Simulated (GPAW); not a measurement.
# La2Fe2S2O3: which magnetic order is lowest

Wanted: the moments of La2Fe2S2O3 and the energy of each order that was tried.

Method: PBE with U = 4.5 eV on Fe d; plane waves with GPAW's PAW setups, scalar-relativistic, in GPAW 26.7.0.

The experiments to compare with:

For La2Fe2O3S2, tetragonal layered oxychalcogenide (solid-state synthesised powder, 4 K), “Magnetic and Structural Properties of the Iron Oxychalcogenides La2O2Fe2OM2 (M= S, Se)” (2018, arxiv:1801.00342) gives, by neutron powder diffraction, magnetic Rietveld: moment (ordered Fe2+ moment) 2.32 ± 0.04 μB [moment depends on the assumed non-collinear AFM3 magnetic model].

This is a report of a sequence of runs, with most program output left out.

### Step 1. The starting structure

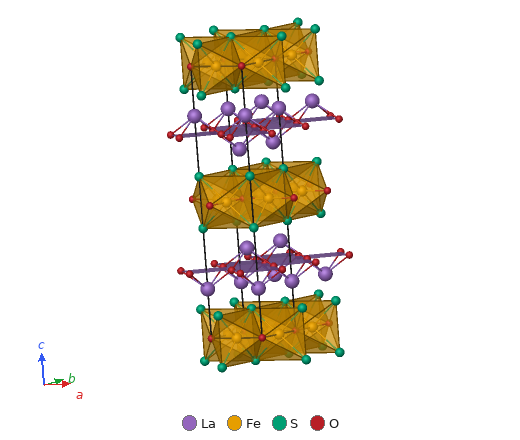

The cell as given, slightly off an axis (lanthanum purple, iron orange, sulfur teal, oxygen red). 1×2×1 cells are drawn. This picture shows the conventional cell, with its axes. Some periodic images of atoms are drawn too.

Structure file:

```cif
data_structure
_symmetry_space_group_name_H-M 'P 1'
_symmetry_Int_Tables_number 1
_cell_length_a 9.5321
_cell_length_b 9.5321
_cell_length_c 9.5321
_cell_angle_alpha 155.483
_cell_angle_beta 155.483
_cell_angle_gamma 34.948
_cell_volume 148.97
loop_
_atom_site_label
_atom_site_type_symbol
_atom_site_fract_x
_atom_site_fract_y
_atom_site_fract_z
_atom_site_occupancy
La1 La 0.18180 0.18180 0.00000 1
La2 La 0.81820 0.81820 0.00000 1
Fe3 Fe 0.50000 0.00000 0.50000 1
Fe4 Fe 0.00000 0.50000 0.50000 1
S5 S 0.40492 0.40492 0.00000 1
S6 S 0.59508 0.59508 0.00000 1
O7 O 0.75000 0.25000 0.50000 1
O8 O 0.25000 0.75000 0.50000 1
O9 O 0.00000 0.00000 0.00000 1
```

The cell comes from a database of computed structures and need not be the stable phase.

### Step 2. Order 1, typed as ferro ++

Parallel moments need no larger cell; this start tests for a ferromagnetic state only. A Hubbard U of customary size acts on the open shell; it was not fitted to this crystal.

Contents of order1.py:

```python
import json
import numpy as np
from ase import Atoms
from ase.parallel import paropen, parprint
from gpaw import GPAW

atoms = Atoms(['La', 'La', 'Fe', 'Fe', 'S', 'S', 'O', 'O', 'O'],
    cell=[[-2.023877, 2.023877, 9.092222],
         [2.023877, -2.023877, 9.092222],
         [2.023877, 2.023877, -9.092222]],
    scaled_positions=[[0.181801, 0.181801, 0.0],
         [0.818199, 0.818199, 0.0],
         [0.5, 0.0, 0.5],
         [0.0, 0.5, 0.5],
         [0.404915, 0.404915, 0.0],
         [0.595085, 0.595085, 0.0],
         [0.75, 0.25, 0.5],
         [0.25, 0.75, 0.5],
         [0.0, 0.0, 0.0]],
    pbc=True,
    magmoms=[0.0, 0.0, 4.0, 4.0, 0.0, 0.0, 0.0, 0.0, 0.0])
atoms.calc = GPAW(mode={'name': 'pw', 'ecut': 700},
    xc='PBE',
    kpts={'size': (8, 8, 8), 'gamma': True},
    occupations={'name': 'fermi-dirac', 'width': 0.05},
    convergence={'density': 1e-05, 'energy': 1e-05},
    maxiter=200,
    setups={'Fe': ':d,4.5'},
    symmetry={'tolerance': 1e-4},
    txt='order1.txt')
e = atoms.get_potential_energy(force_consistent=True)
res = {'free_energy': e, 'energy_sigma0': atoms.get_potential_energy(), 'fermi_energy': atoms.calc.get_fermi_level()}
res['moments'] = atoms.get_magnetic_moments().tolist()
res['total'] = atoms.get_magnetic_moment()
parprint('site moments (muB):', np.round(res['moments'], 3))
parprint(f"total moment: {res['total']:.3f} muB")
parprint(f'free energy: {e:.6f} eV')
atoms.calc.write('order1.gpw')
with paropen('results.json', 'w') as f:
    json.dump(res, f)
```

Command:

```
> OMP_NUM_THREADS=1 mpirun -n 4 gpaw python order1.py > order1.log
```

Run time: 20 min. Hardware: 4 MPI ranks of Arm Neoverse V1, shared host; peak memory 4.2 GiB; 81 min of CPU time.

The program warns that the cell vectors are strongly skewed. A reduced cell would be the safer input.

Spin moment in the augmentation sphere by atom:

| atom | spin moment in the augmentation sphere (μB) |
| --- | --- |
| La1 | 0.01 |
| La2 | 0.01 |
| Fe3 | 3.58 |
| Fe4 | 3.58 |
| S5 | 0.08 |
| S6 | 0.08 |
| O7 | 0.00 |
| O8 | 0.00 |
| O9 | 0.13 |

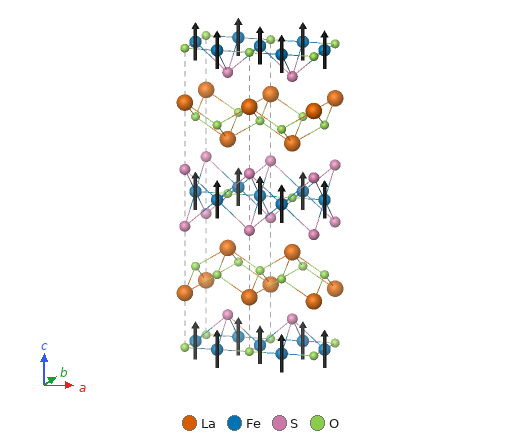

Spin moment in the augmentation sphere as arrows, the longest 3.58 μB. Up and down stand for the sign. Arrows give size and sign along the axis of quantisation, drawn up and down the page. 2×1×1 conventional cells are drawn. Some periodic images of atoms are drawn too.

Read from the output:

```yaml
magnetization: 8 μB
final_state: ferromagnetic
```

After 20 cycles the largest moment stands at 3.58 μB.

### Step 3. Run 2 (antiferro +-)

An opposed order shows whether the pairs that it reverses prefer unlike signs.

order2.py is the script of step 2 with these lines changed:

```diff
@@ -20,3 +20,3 @@
     pbc=True,
-    magmoms=[0.0, 0.0, 4.0, 4.0, 0.0, 0.0, 0.0, 0.0, 0.0])
+    magmoms=[0.0, 0.0, 4.0, -4.0, 0.0, 0.0, 0.0, 0.0, 0.0])
 atoms.calc = GPAW(mode={'name': 'pw', 'ecut': 700},
@@ -29,3 +29,3 @@
     symmetry={'tolerance': 1e-4},
-    txt='order1.txt')
+    txt='order2.txt')
 e = atoms.get_potential_energy(force_consistent=True)
@@ -37,3 +37,3 @@
 parprint(f'free energy: {e:.6f} eV')
-atoms.calc.write('order1.gpw')
+atoms.calc.write('order2.gpw')
 with paropen('results.json', 'w') as f:
```

Command:

```
> OMP_NUM_THREADS=1 mpirun -n 4 gpaw python order2.py > order2.log
```

The job ended after 36 min (4 MPI ranks; peak memory 4.4 GiB).

Spin moment in the augmentation sphere by atom:

| atom | spin moment in the augmentation sphere (μB) |
| --- | --- |
| La1 | 0.00 |
| La2 | 0.00 |
| Fe3 | 3.55 |
| Fe4 | -3.55 |
| S5 | 0.00 |
| S6 | 0.00 |
| O7 | 0.00 |
| O8 | 0.00 |
| O9 | 0.00 |

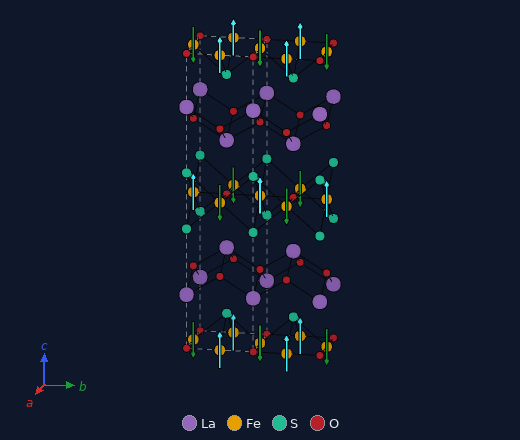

Spin moment in the augmentation sphere as arrows, the longest 3.55 μB. Up and down stand for the sign. Arrows give size and sign along the axis of quantisation, drawn up and down the page. The two directions have two colours. 1×2×1 conventional cells are drawn. Some periodic images of atoms are drawn too.

This step gave:

```
magnetization : 0 μB
final state   : antiferromagnetic
```

It lies 53.5 meV a seeded atom under the first start, and its largest moment is 3.55 μB against 3.58 μB.

### Step 4. Run 3 (no spin polarisation)

This run holds no moments, which gives a state to set the others against.

nospin.py is the script of step 3 with these lines changed:

```diff
@@ -19,4 +19,3 @@
          [0.0, 0.0, 0.0]],
-    pbc=True,
-    magmoms=[0.0, 0.0, 4.0, -4.0, 0.0, 0.0, 0.0, 0.0, 0.0])
+    pbc=True)
 atoms.calc = GPAW(mode={'name': 'pw', 'ecut': 700},
@@ -29,11 +28,7 @@
     symmetry={'tolerance': 1e-4},
-    txt='order2.txt')
+    txt='nospin.txt')
 e = atoms.get_potential_energy(force_consistent=True)
 res = {'free_energy': e, 'energy_sigma0': atoms.get_potential_energy(), 'fermi_energy': atoms.calc.get_fermi_level()}
-res['moments'] = atoms.get_magnetic_moments().tolist()
-res['total'] = atoms.get_magnetic_moment()
-parprint('site moments (muB):', np.round(res['moments'], 3))
-parprint(f"total moment: {res['total']:.3f} muB")
 parprint(f'free energy: {e:.6f} eV')
-atoms.calc.write('order2.gpw')
+atoms.calc.write('nospin.gpw')
 with paropen('results.json', 'w') as f:
```

Command:

```
> OMP_NUM_THREADS=1 mpirun -n 4 gpaw python nospin.py > nospin.log
```

Elapsed: 12 min, on 4 MPI ranks; peak memory 3.4 GiB; 47 min of CPU time.

Read from the output:

```yaml
final_state: non-magnetic (no spin polarisation)
```

It lies 2362 meV a seeded atom over the first start.

### Step 5. Ranking

These are free energies at a smearing of 0.05 eV, so its entropy term is in the differences. They are divided by the number of seeded atoms, so that cells of unlike size compare.

Orders:

| start | final state | typed order kept | energy over the lowest (meV a seeded atom) | largest site moment (μB) | net moment (μB a primitive cell) | mesh matched | CPU time (s) |
| --- | --- | --- | --- | --- | --- | --- | --- |
| ferro ++ | ferromagnetic | yes | 53.54 | 3.579 | 8 | yes | 4881 |
| antiferro +- | antiferromagnetic | yes | 0 | 3.554 | 0 | yes | 8740 |
| no spin polarisation | non-magnetic | - | 2415 | 0 | 0 | yes | 2801 |

### Step 6. Outcome

```json
{"lowest state found": "antiferromagnetic (typed antiferro +-)", "largest site moment": "3.55 μB", "next state": "ferromagnetic, 53.5 meV a seeded atom higher", "run without spin seeds, over the lowest": "2415 meV a seeded atom"}
```

In words: The lowest state found is antiferromagnetic, reached from the start antiferro +-, with moments up to 3.55 μB. The next state costs 54 meV a seeded atom. This is the lowest of 3 finished starts, no proof of the ground state. Computed site moments are spin alone, inside the augmentation sphere; measured ones also hold the orbital part and what lies outside the sphere, and fluctuations can lower them. Under a U a part-filled d shell can order its orbitals; no such lower state was searched for, and the cell's symmetry can forbid it.

Comparison with the measured values:

```
        quantity  measured  PBE with U = 4.5 eV on Fe d
moment (Fe) (μB)      2.32               3.55 (+53.2 %)
```

Measured values from arxiv:1801.00342 (2018).

**Verdict.** The moment is off by +53.2 %. No cell relaxation is part of this session.

[Logs and program files are shortened in this print: banners, set-up blocks, solver, clock and traceback lines can be left out without a mark of their own.]

[Logs are printed without paths, hosts, clocks, repeated set-up lines and the standing remarks that a program may print on its own settings, such as how far it seeks lower states.]

[Hosts, paths, dates, database ids (printed as entryN), source tags and the programs' standing remarks are cut or masked in the printed files.]

[Where a cell is said to come from a database of computed structures, the database is the Materials Project.]
